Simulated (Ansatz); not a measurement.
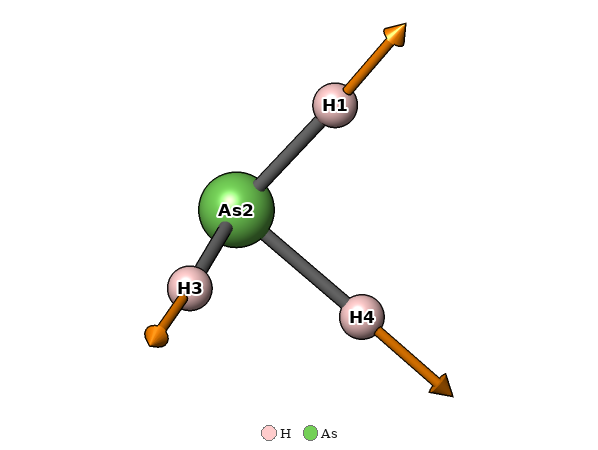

The arrows show one normal mode. Harmonic vibrations computed with RKS PBE0-D4/def2-TZVP (Ansatz 0.2.0) at a stationary point of the same level.

### Describe the motion.

Mostly in-phase stretching of 3 As–H bonds.

### Estimate its harmonic wavenumber.

2215 cm⁻¹; it is mode 4 of 6 counted from the lowest.
